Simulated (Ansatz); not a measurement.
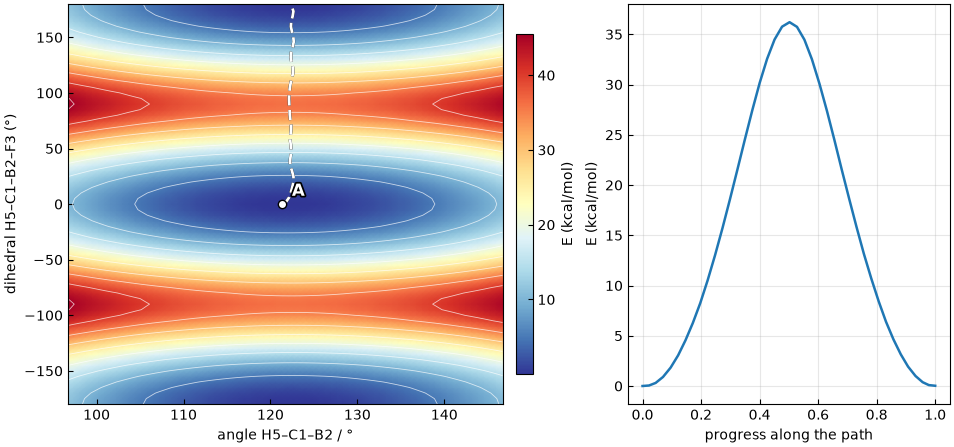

CH₂BClF, SMILES [CH2-]B(F)Cl, charge −1. 
- The first coordinate is: angle H5–C1–B2; the second: dihedral H5–C1–B2–F3.
- Nothing is relaxed (all other coordinates rigid).
- The scan uses a 13 × 12 grid; 91 points were computed and 65 follow by symmetry.
- Points are written as (first, second).
- Energies are in kcal/mol, from the lowest grid point.
- These are results of RKS CAM-B3LYP-D4/def2-SVPD (Ansatz), not measurements.

Drawn: a smooth colour map with a few white contour lines, a line along the lowest path, the energy along the path at the right, the start A. Between grid points the surface is interpolated.

Describe the path and its barrier.

Answer. The easiest path leads from the well at (121.7°, 0°) to a well of about the same depth at (121.7°, −180°). Its highest point lies about 36 kcal/mol above the bottom of the first well on the interpolated surface, at (121.7°, 90°). The start is the relaxed structure and all else is held, so a fully relaxed path at this level can only be lower.
